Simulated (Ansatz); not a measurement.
**SrHfTe3 (built on the sites of a database entry of SrHfO3): phonons and vibrational spectra**

Task: relax SrHfTe3 (built on the sites of a database entry of SrHfO3), then find its harmonic phonons.

Method: DFT PBEsol, scalar-relativistic, plane waves, norm-conserving pseudopotentials, in Ansatz 0.2.0.

The structure was built from a prototype and need not be the compound's stable phase.

### 1. Starting point

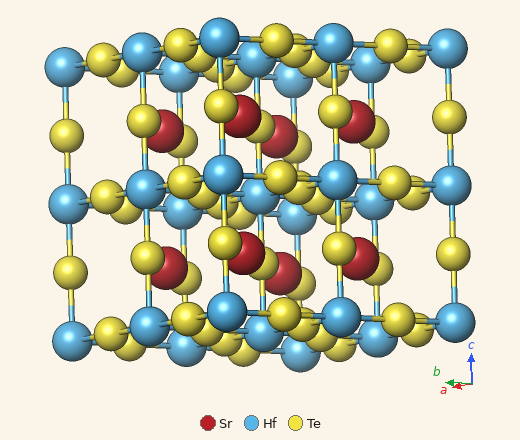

The cell as given, from a free direction (strontium red, hafnium blue, tellurium yellow). 2×2×2 cells are drawn. Some periodic images of atoms are drawn too.

### 2. Rough relaxation

The start is far from rest, so a relaxation with loose tolerances brings it close first.

Input file input.yaml:

```yaml
crystal:
  lattice:
    - [4.59565, 0.0, 0.0]
    - [0.0, 4.59565, 0.0]
    - [0.0, 0.0, 4.59565]
  atoms:
    - { symbol: Sr, position: [0.5, 0.5, 0.5] }
    - { symbol: Hf, position: [0.0, 0.0, 0.0] }
    - { symbol: Te, position: [0.5, 0.0, 0.0] }
    - { symbol: Te, position: [0.0, 0.5, 0.0] }
    - { symbol: Te, position: [0.0, 0.0, 0.5] }
kpoints:
  mp_grid: { grid: [4, 4, 4] }
hamiltonian:
  xc: pbesol
  pseudopotentials: { kind: nc }
scf:
  occupations: { method: gaussian, width: 0.1 }
output:
  forces: true
  stress: true
  eigenvalues: true
relax:
  adjacent_minimum: "off"
  f_tol: 0.05
  max_steps: 80
  cell: { stress_tol: 0.5 }
```

On the command line:

```sh
$ ansatz run input.yaml --threads 8 --pin off --max-ram 14336MiB --backend cpu --events-out ev --progress --plain --runs-dir out
```

Numbers of over 12 decimals in the logs are rounded to 6 here.

Output:

```text
The last accepted step is kept in <dir> (removed where the run ends without a failure and the disk answers)
Engine: ansatz 0.2.0, aarch64-unknown-linux-gnu
Pseudopotentials: kind: nc
Pseudopotential: Sr, nc, valence charge 10, recommended cutoff 925.187132 eV (normal), Sr.nc.azcp (PseudoDojo's, or run here from an input of PseudoDojo's: the run reads no file of this project's for it)
[...]
F+E_penalty+E_count = -11008.66910646 eV   max|allowed force component| = 3.511e-28 eV/Å   (the final SCF, on the basis selected at the relaxed cell)
  cell:  # Å, volume = 168.0178 Å³
    - [5.518044, 0, 0]
    - [0, 5.518044, 0]
    - [0, 0, 5.518044]
  atoms:
    - { symbol: Sr, position: [0.5, 0.500000, 0.500000] }
    - { symbol: Hf, position: [0, 0, 0] }
    - { symbol: Te, position: [0.5, 0, 0] }
    - { symbol: Te, position: [0, 0.500000, 0] }
    - { symbol: Te, position: [0, 0, 0.500000] }
[key lines of the parts left out:]
SCF converged after 4 iterations
Free energy (F): -11008.669106 eV
Fermi energy:    9.111820 eV
P = ⅓ Tr σ = 0.3095 GPa (3.095 kbar)
```

Wall time 16 s (8 threads of Arm Neoverse V2, shared host); peak memory 1.6 GiB; 2 min of CPU time.

Relaxation path:

```csv
step,energy less that of the first step (eV),largest force component (eV/Å),pressure (GPa),volume (Å³)
1,0.0000,0.0000,87.68,97.06
2,-6.2414,0.0000,49.75,111.96
3,-9.9497,0.0000,25.08,128.31
4,-11.7045,0.0000,7.31,146.18
5,-11.8974,0.0000,-0.26,155.04
6*,-12.2938,0.0000,5.32,155.04
7,-12.4537,0.0000,2.47,161.73
8,-12.5062,0.0000,0.31,168.02
9*,-12.5075,0.0000,0.31,168.02
```

Relaxation steps marked * repeat the geometry before them on a plane-wave basis chosen anew for their cell, so energy and pressure can jump there.

The run keeps the 48 symmetry operations that it works with, so distortions that break them were not tested.

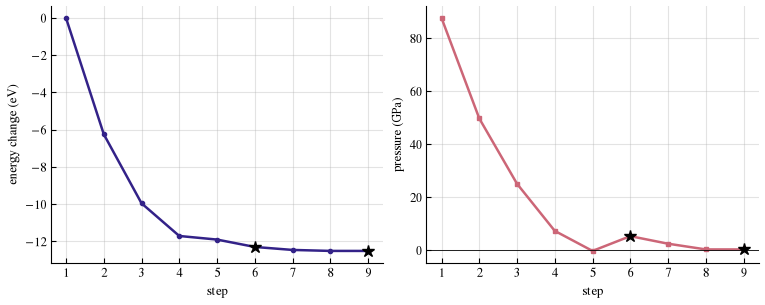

Energy and pressure along the relaxation. Stars mark steps on a basis chosen anew.

```csv
cell as run,before,after,change
a (Å),4.596,5.518,+20.1 %
b (Å),4.596,5.518,+20.1 %
c (Å),4.596,5.518,+20.1 %
volume (Å³/atom),19.41,33.60,+73.1 %
```

The relaxed structure:

```xyz
5
Lattice="5.5180 0.0000 0.0000 0.0000 5.5180 0.0000 0.0000 0.0000 5.5180" Properties=species:S:1:pos:R:3 pbc="T T T"
Sr    2.7590    2.7590    2.7590
Hf    0.0000    0.0000    0.0000
Te    2.7590    0.0000    0.0000
Te    0.0000    2.7590    0.0000
Te    0.0000    0.0000    2.7590
```

This step gave:

| Quantity | Value |
| --- | --- |
| pressure | 0.3095 GPa |
| volume per atom | 33.60 Å³ |
| gap on the k-mesh | 0 eV |

In this step the volume went from 19.41 to 33.60 Å³/atom.

### 3. Relaxation

The cell and atoms are relaxed, since residual forces and stress would shift the frequencies.

input.yaml, the sections that differ from step 2:

```yaml
crystal:
  lattice:
    - [5.5180437448, 0.0, 0.0]
    - [0.0, 5.5180437448, 0.0]
    - [0.0, 0.0, 5.5180437448]
  atoms:
    - { symbol: Sr, position: [0.5, 0.5, 0.5] }
    - { symbol: Hf, position: [0.0, 0.0, 0.0] }
    - { symbol: Te, position: [0.5, 0.0, 0.0] }
    - { symbol: Te, position: [0.0, 0.5, 0.0] }
    - { symbol: Te, position: [0.0, 0.0, 0.5] }
kpoints:
  mp_grid: { grid: [6, 6, 6] }
relax:
  adjacent_minimum: "off"
  f_tol: 0.005
  max_steps: 80
  cell: { stress_tol: 0.05 }
# hamiltonian, scf, output: as in step 2
```

Output:

```text
[...]
Crystal: 5 atoms, lattice volume = 168.018 Å³
Basis set: ecut = 1120 eV, 14243 PW (Γ), exchange–correlation on 128×128×128 points (8 copies of the dense FFT grid, shifted against one another)
Bands: 42, of which v1, the nominal top of the filled ones, is band 35 counted from 1 (34 counted from 0)
Symmetry: 48 space group operations
[...]
k-points: 20 of 216
[...]
--- Relaxed structure (3 steps of the walk, 3 accepted, 1 SCFs on fresh bases) ---
[...]
cell:  # Å, volume = 169.8188 Å³
    - [5.537690, 0, 0]
    - [0, 5.537690, 0]
    - [0, 0, 5.537690]
  atoms:
    - { symbol: Sr, position: [0.5, 0.5, 0.5] }
    - { symbol: Hf, position: [0, 0, 0] }
    - { symbol: Te, position: [0.5, 0, 0] }
    - { symbol: Te, position: [0, 0.5, 0] }
    - { symbol: Te, position: [0, 0, 0.5] }
[key lines of the parts left out:]
SCF converged after 5 iterations
Free energy (F): -11008.672209 eV
Fermi energy:    8.962024 eV
P = ⅓ Tr σ = -0.0027 GPa (-0.027 kbar)
```

Elapsed: 17 s, on 8 threads; peak memory 1.8 GiB.

Relaxation path:

| step | energy less that of the first step (eV) | largest force component (eV/Å) | pressure (GPa) | volume (Å³) |
| --- | --- | --- | --- | --- |
| 1 | 0.0000 | 0.0000 | 0.56 | 168.02 |
| 2 | -0.0026 | 0.0000 | -0.17 | 170.39 |
| 3 | -0.0029 | 0.0000 | 0.00 | 169.82 |
| 4* | -0.0031 | 0.0000 | 0.00 | 169.82 |

Relaxation steps marked * repeat the geometry before them on a plane-wave basis chosen anew for their cell, so energy and pressure can jump there.

Forces are held to the 48 operations that the run works with; a distortion that breaks them can't arise in this run.

```csv
"conventional cell, symmetrised",before,after,change
a (Å),5.518,5.538,+0.4 %
b (Å),5.518,5.538,+0.4 %
c (Å),5.518,5.538,+0.4 %
volume (Å³/atom),33.60,33.96,+1.1 %
```

Final coordinates:

```cif
data_structure
_symmetry_space_group_name_H-M 'P 1'
_symmetry_Int_Tables_number 1
_cell_length_a 5.5377
_cell_length_b 5.5377
_cell_length_c 5.5377
_cell_angle_alpha 90.000
_cell_angle_beta 90.000
_cell_angle_gamma 90.000
_cell_volume 169.82
loop_
_atom_site_label
_atom_site_type_symbol
_atom_site_fract_x
_atom_site_fract_y
_atom_site_fract_z
_atom_site_occupancy
Sr1 Sr 0.50000 0.50000 0.50000 1
Hf2 Hf 0.00000 0.00000 0.00000 1
Te3 Te 0.50000 0.00000 0.00000 1
Te4 Te 0.00000 0.50000 0.00000 1
Te5 Te 0.00000 0.00000 0.50000 1
```

This step gave:

```yaml
pressure: -0.002706 GPa
volume_per_atom: 33.96 Å³
```

In this step the volume went from 33.60 to 33.96 Å³/atom.

### 4. Relaxing to small forces for the phonons

Phonons need a cell at rest on their own settings, so the relaxation is repeated with tight tolerances on forces and stress on the k mesh and occupations of the first response run.

input.yaml, the sections that differ from step 3:

```yaml
crystal:
  lattice:
    - [5.5376898064, 0.0, 0.0]
    - [0.0, 5.5376898064, 0.0]
    - [0.0, 0.0, 5.5376898064]
  atoms:
    - { symbol: Sr, position: [0.5, 0.5, 0.5] }
    - { symbol: Hf, position: [0.0, 0.0, 0.0] }
    - { symbol: Te, position: [0.5, 0.0, 0.0] }
    - { symbol: Te, position: [0.0, 0.5, 0.0] }
    - { symbol: Te, position: [0.0, 0.0, 0.5] }
scf:
  occupations: { method: methfessel_paxton, width: 0.2 }
relax:
  adjacent_minimum: "off"
  f_tol: 0.001
  max_steps: 60
  cell: { stress_tol: 0.01 }
# kpoints, hamiltonian, output: as in step 3
```

Output:

```text
[...]
Crystal: 5 atoms, lattice volume = 169.819 Å³
Basis set: ecut = 1120 eV, 14411 PW (Γ), exchange–correlation on 128×128×128 points (8 copies of the dense FFT grid, shifted against one another)
Bands: 42, of which v1, the nominal top of the filled ones, is band 35 counted from 1 (34 counted from 0)
Symmetry: 48 space group operations
[...]
k-points: 20 of 216
[...]
--- Relaxed structure (1 steps of the walk, 1 accepted, 1 SCFs on fresh bases) ---
[...]
cell:  # Å, volume = 169.8188 Å³
    - [5.5376898064, 0.0, 0.0]
    - [0.0, 5.5376898064, 0.0]
    - [0.0, 0.0, 5.5376898064]
  atoms:
    - { symbol: Sr, position: [0.500000, 0.500000, 0.500000] }
    - { symbol: Hf, position: [0.0, 0.0, 0.0] }
    - { symbol: Te, position: [0.500000, 0.0, 0.0] }
    - { symbol: Te, position: [0.0, 0.500000, 0.0] }
    - { symbol: Te, position: [0.0, 0.0, 0.500000] }
[key lines of the parts left out:]
SCF converged after 6 iterations
Free energy (F): -11008.669083 eV
Fermi energy:    8.945612 eV
P = ⅓ Tr σ = 0.0066 GPa (0.066 kbar)
```

It took 9.7 s on 8 threads; peak memory 1.7 GiB.

Little changed from the start: no atom moved by 0.005 Å and no cell edge by 0.1 %.

This step gave:

```yaml
pressure: 0.006567 GPa
```

The forces vanish by symmetry and the pressure is 0.007 GPa, within the tolerances set. The cell now holds 33.96 Å³/atom.

### 5. Modes at Γ

The zone centre comes first: it holds the modes that light can see, as far as symmetry allows. No field response is asked, since the mesh shows no gap.

input.yaml: that of step 4 with these lines changed.

```diff
@@ -19,9 +19,4 @@
 output:
-  forces: true
-  stress: true
   eigenvalues: true
-relax:
-  adjacent_minimum: "off"
-  f_tol: 0.001
-  max_steps: 60
-  cell: { stress_tol: 0.01 }
+phonons:
+  method: dfpt
```

Output:

```text
zone centre: on kpoints.mp_grid the ground state, and the responses unless they are solved on pairs of k-points, stand on 64 of the mesh's 216 k-points, reduced under 8 symmetry operations, with k and −k counted as one. Each operation leaves every solved displacement unchanged or reverses it
[...]
Crystal: 5 atoms, lattice volume = 169.819 Å³
Basis set: ecut = 1120 eV, 14411 PW (Γ), exchange–correlation on 128×128×128 points (8 copies of the dense FFT grid, shifted against one another)
Bands: 42, of which v1, the nominal top of the filled ones, is band 35 counted from 1 (34 counted from 0)
Symmetry: 48 space group operations
k-points: 64 of 216 (irreducible under 8 space group operations)
[...]
SCF iter   1: F=—  HF=-11009.536558 eV  |F-HF|=—  |Δ(HF+E_count)|=         —  Δρ=3.14e-2  dr2=3.06e0  ethr=3.10e-3  ⟨swp⟩=9.6  Hψ=12844  notcnv=0
[...]
SCF iter  11: F=-11008.669083 eV  HF=-11008.669083 eV  |F-HF|=5.46e-12  |Δ(HF+E_count)|=  7.28e-12  S|Δr|=    0.00e0  Δρ=6.66e-8  dr2=6.43e-12  ethr=1.00e-12  ⟨swp⟩=16.5  Hψ=18655  notcnv=0
SCF 1 converged in 11 iterations: F = -11008.669083 eV  dr2 = 6.43e-12
DFPT response loops at Γ: preconditioner auto → Kerker (q_TF=auto, 2.354 Å⁻¹) (partly filled bands, converged f_vac=0.010); β = 1.00, the filter's whole step (`scf.mixing.beta` (0.50) is not read by the response loops under this deck's `scf.mixing.preconditioner`; to damp them name `kerker` or `kerker_dos`, under which they read `scf.mixing.beta`, and type it under 1.00, their step now; both keys bind the ground state too); Broyden in place of MSR1
SCF converged after 11 iterations
[...]
Free energy (F): -11008.669083 eV
[...]
Internal energy: -11008.672840 eV  (E = F + TS)
E sigma→0 (E₀):  -11008.670022 eV
Entropy (-TS):   0.003758 eV (0.752 meV/atom)
Fermi energy:    8.945613 eV
[...]
--- Band table (eV; the first three rows and the last of 64) ---
  k-point 0: bands = [... 31 lower, 7.6680, 8.5587, 8.5587, 8.5587, 8.7622, 8.7622, 8.7622, 9.3582, ... 3 higher]
  k-point 1: bands = [... 31 lower, 7.4139, 7.6437, 8.3022, 8.3022, 8.7966, 9.6202, 9.6202, 9.7764, ... 3 higher]
  k-point 2: bands = [... 31 lower, 6.5170, 7.0286, 8.2005, 8.2005, 8.8706, 10.5104, 10.6532, 10.6532, ... 3 higher]
  k-point 63: bands = [... 31 lower, 5.4112, 9.1691, 9.1691, 9.1691, 9.6380, 11.1163, 11.1163, 11.1163, ... 3 higher]
--- Phonons (Γ-DFPT): 4 representative perturbations + reference, on 64 of 216 k-points (Σ response iterations 15) ---
  k mesh reduced under 8 symmetry operations, with k and −k counted as one. Each operation leaves every solved displacement unchanged or reverses it
  ASR residual: 1.185e-4 → 0.000e0 eV/Å²; symmetrization residual: 4.171e-5 eV/Å²
  ASR residual per site (eV/Å²): 3.08e-6 1.18e-4 8.95e-5 8.95e-5 8.95e-5
  Γ frequencies (cm⁻¹): -58.52 -58.52 -58.52 -40.81 -40.81 -40.81 0.00 0.00 0.00 17.56 17.56 17.56 190.91 190.91 190.91
  non-analytic LO–TO correction: not included (Born effective charges unavailable; polar crystals: no LO–TO splitting at Γ)
```

Wall time 2 min (8 threads); peak memory 6.6 GiB.

This step gave:

```yaml
sum_rule_residual_before_enforcement: 1.18e-4 eV/Å²
point_group: m-3m
highest_optical_mode_at_the_zone_centre_no_lo_to_term: 190.9 cm⁻¹
lowest_optical_zone_centre_mode: -58.52 cm⁻¹
```

Patterns of degenerate modes are one choice out of their space. The modes at Γ (shares of kinetic energy by element, %) (negative means imaginary):

| mode | frequency (cm⁻¹) | symmetry | Sr % | Hf % | Te % |
| --- | --- | --- | --- | --- | --- |
| 1 | -58.5 | T1u | 84 | 1 | 15 |
| 2 | -58.5 | T1u | 84 | 1 | 15 |
| 3 | -58.5 | T1u | 84 | 1 | 15 |
| 4 | -40.8 | T2u | 0 | 0 | 100 |
| 5 | -40.8 | T2u | 0 | 0 | 100 |
| 6 | -40.8 | T2u | 0 | 0 | 100 |
| 7 | 0.0 | acoustic | 14 | 28 | 59 |
| 8 | 0.0 | acoustic | 14 | 28 | 59 |
| 9 | 0.0 | acoustic | 14 | 28 | 59 |
| 10 | 17.6 | T1u | 3 | 47 | 50 |
| 11 | 17.6 | T1u | 3 | 47 | 50 |
| 12 | 17.6 | T1u | 3 | 47 | 50 |
| 13 | 190.9 | T1u | 0 | 24 | 76 |
| 14 | 190.9 | T1u | 0 | 24 | 76 |
| 15 | 190.9 | T1u | 0 | 24 | 76 |

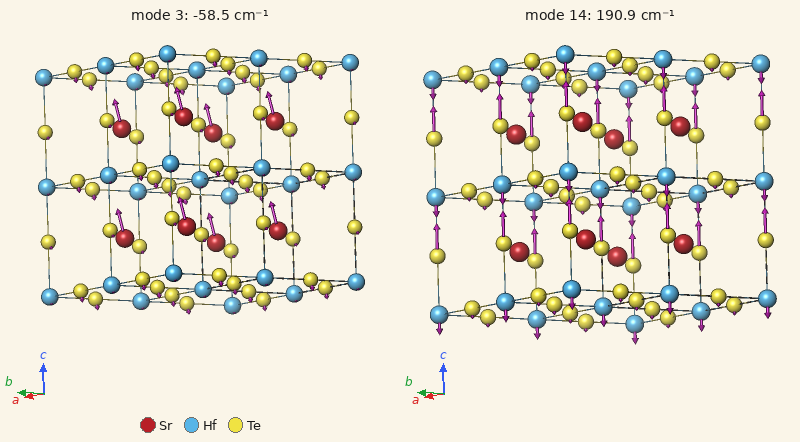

Displacement patterns of modes 3 and 14 at Γ; arrows are exaggerated. 2×2×2 cells are drawn. Some periodic images of atoms are drawn too.

Before it was imposed, the acoustic sum rule was missed by 1.2e-4 eV/Å². Small misses are needed for a sound result but don't prove that mesh and cutoff are converged. The lowest optical mode is imaginary, 58.5i cm⁻¹, so the energy falls along it.

(Part 1 of 2 ends here.)

[Logs are printed without paths, hosts, clocks, repeated set-up lines and the standing remarks that a program may print on its own settings, such as how far it seeks lower states.]

[Hosts, paths, dates, database ids (printed as entryN), source tags and the programs' standing remarks are cut or masked in the printed files.]
